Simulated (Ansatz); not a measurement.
The starting structures come from a database of crystals and need not be the phases stable at ambient conditions.

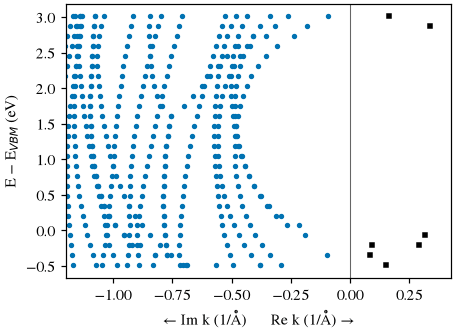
Figure: Complex bands at the centre of the two-dimensional zone; r2SCAN (Ansatz, a first-principles code)

The gap is the functional's own. No spin-orbit coupling. Mid-gap values are interpolated on the energy grid.

This is Cs₂SrV₄O₁₂ (P4/mmm, not sure to be the ambient phase, 19 atoms a cell, 19.6 Å³ an atom, -6 GPa at this level) along the normal of (100). Read off the slowest decay at the centre of the two-dimensional zone at 1.33 eV, the computed energy nearest the middle of the gap.

κ ≈ 0.48 1/Å, a decay length 1/(2κ) of the density of 1.1 Å.
